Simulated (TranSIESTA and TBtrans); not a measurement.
Junction: Cu chain with one N atom inserted. Leads: straight Cu chain, spacing 2.438 Å. Geometry: 3 atoms about the centre moved by SIESTA (PBE, DZP) to a largest force of 0.02 eV/Å, all others as built, motion along the axis alone.

TranSIESTA and TBtrans, PBE, DZP numerical orbitals (energy shift 0.15 eV), PseudoDojo norm-conserving scalar-relativistic potentials, mesh cutoff 200 Ry, 300 K, spin-polarised (collinear), no spin-orbit coupling; self-consistent non-equilibrium Green functions.

Energies count from the leads' Fermi level. Transmissions are for each spin. The energy step is 0.01 eV; narrower resonances are cut or missed.

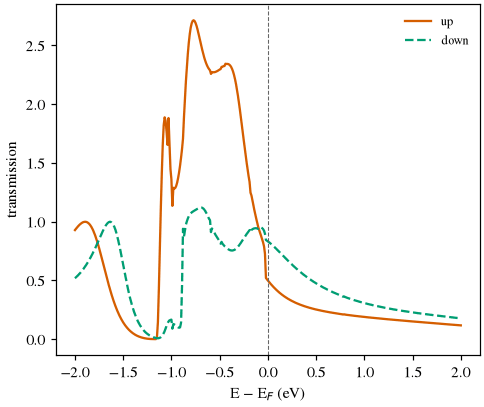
Figure: Transmission against energy

| E (eV) | T up | T down | lead channels up | down |
|---|---|---|---|---|
| -2.00 | 0.93 | 0.52 | 1 | 1 |
| -1.80 | 0.90 | 0.76 | 1 | 1 |
| -1.60 | 0.33 | 0.97 | 1 | 1 |
| -1.40 | 0.050 | 0.26 | 1 | 1 |
| -1.20 | 0.00031 | 0.020 | 1 | 1 |
| -1.00 | 1.36 | 0.17 | 3 | 3 |
| -0.80 | 2.65 | 1.07 | 4 | 4 |
| -0.60 | 2.29 | 1.01 | 4 | 4 |
| -0.40 | 2.34 | 0.76 | 4 | 4 |
| -0.20 | 1.39 | 0.92 | band edge | band edge |
| 0.00 | 0.50 | 0.83 | 1 | 1 |
| 0.20 | 0.35 | 0.67 | 1 | 1 |
| 0.40 | 0.27 | 0.53 | 1 | 1 |
| 0.60 | 0.23 | 0.43 | 1 | 1 |
| 0.80 | 0.21 | 0.36 | 1 | 1 |
| 1.00 | 0.19 | 0.31 | 1 | 1 |
| 1.20 | 0.17 | 0.27 | 1 | 1 |
| 1.40 | 0.16 | 0.24 | 1 | 1 |
| 1.60 | 0.14 | 0.22 | 1 | 1 |
| 1.80 | 0.13 | 0.20 | 1 | 1 |
| 2.00 | 0.12 | 0.18 | 1 | 1 |

Moments were seeded on the central atoms alone, and one start was tried. The leads' channel count changes near -0.03 eV, within the thermal window, so values at the Fermi level hang on where that band edge falls. The straight chain is held at its spacing; free chains may zigzag or dimerise.
